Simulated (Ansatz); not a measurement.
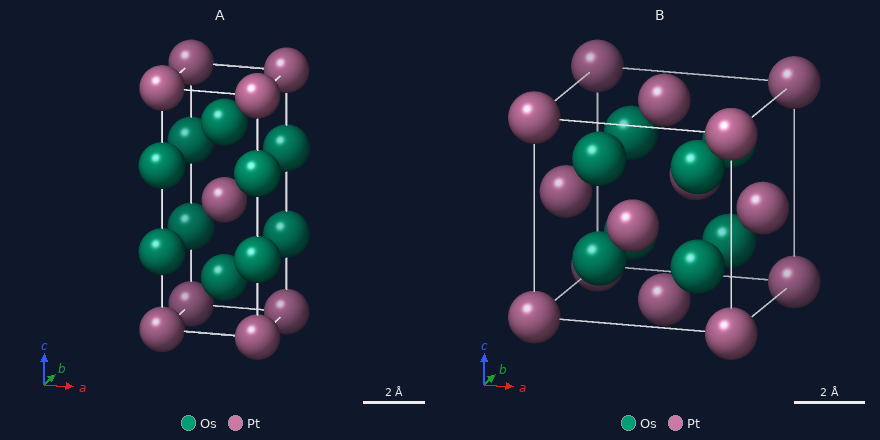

Two structures of Os$_{2}$Pt, each relaxed to rest (conventional cells in solid outline, small ones repeated, not to one scale). Method: DFT PBE, scalar-relativistic, plane waves, PAW in Ansatz 0.2.0, without spin polarisation.

> What are A and B?

A: 6 atoms a cell on a body-centred tetragonal lattice, I4/mmm. B: antifluorite, Fm-3m.

> Which of the two does the method prefer?

A is lower, by 649 meV/atom at this level of theory (energies at zero smearing). Volumes: A 15.2, B 17.5 Å³/atom.

One or both may be structure types tried for this composition rather than known phases.
